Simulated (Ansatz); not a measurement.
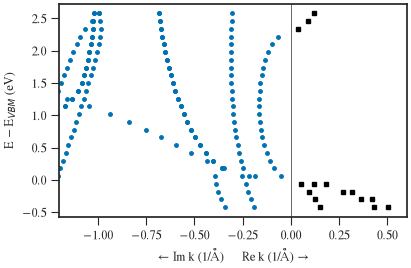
*Complex bands at the centre of the two-dimensional zone; r2SCAN in Ansatz (a program for electronic structure)*

The gap is the functional's own, uncorrected, and κ follows it; spin-orbit coupling is left out. Mid-gap means the computed energy nearest the middle.

Problem. This is GaN (P6_3mc, wurtzite, 4 atoms a cell, 11.4 Å³ an atom) along the normal of (100). Read off the slowest decay at the centre of the two-dimensional zone at 1.14 eV, the computed energy nearest the middle of the gap.

Solution. κ ≈ 0.16 1/Å, a decay length 1/(2κ) of the density of 3.1 Å.
